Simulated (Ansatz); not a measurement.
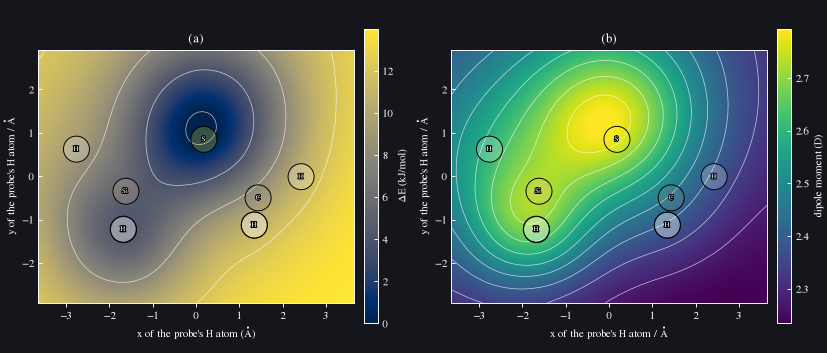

CH₆SSi (SMILES CS[SiH3]) with the probe HF. The probe is moved over a plane parallel to the molecule's main plane, 3.32 Å above it. Coordinates scanned: (1) x of the probe's H atom; (2) y of the probe's H atom. Nothing is relaxed (molecule and probe rigid, the probe upright with H nearest the plane). The scan uses an 11 × 9 grid. Points are written as (first, second). All energies are given in kJ/mol relative to the lowest grid point. These are results of Ansatz, RKS PBE-D4/def2-SVPD, not measurements.

Panel (a) is the energy; panel (b) is the computed dipole moment, in D.

The picture shows a smooth colour map with a few white contour lines, labelled circles for the molecule's atoms, projected on the plane. Between grid points the surface is interpolated.

How does the dipole moment vary over the map, and what is it at the lowest grid point?

Answer. Leaving out the highest fifth of the energies, it runs from 2.28 D at (0.00 Å, −2.92 Å) to 2.79 D at (0.00 Å, 1.46 Å). At the lowest grid point, (0.00 Å, 1.46 Å), it is 2.79 D.

```csv
"y of the probe's H atom ↓, x of the probe's H atom →",−3.65,−2.92,−2.19,−1.46,−0.73,0.00,0.73,1.46,2.19,2.92,3.65
2.92,2.41,2.44,2.49,2.54,2.58,2.60,2.57,2.50,2.42,2.37,2.33
2.19,2.44,2.49,2.55,2.62,2.69,2.72,2.67,2.57,2.46,2.38,2.33
1.46,2.48,2.54,2.61,2.69,2.77,2.79,2.73,2.60,2.47,2.38,2.33
0.73,2.50,2.58,2.65,2.72,2.77,2.77,2.70,2.57,2.45,2.37,2.32
0.00,2.50,2.60,2.69,2.73,2.71,2.66,2.59,2.50,2.41,2.34,2.30
−0.73,2.49,2.60,2.71,2.72,2.63,2.54,2.48,2.43,2.37,2.31,2.28
−1.46,2.44,2.54,2.64,2.63,2.53,2.44,2.39,2.35,2.31,2.28,2.26
−2.19,2.37,2.43,2.48,2.47,2.41,2.34,2.31,2.29,2.26,2.25,2.24
−2.92,2.32,2.34,2.35,2.34,2.31,2.28,2.26,2.24,2.24,2.23,2.24
```
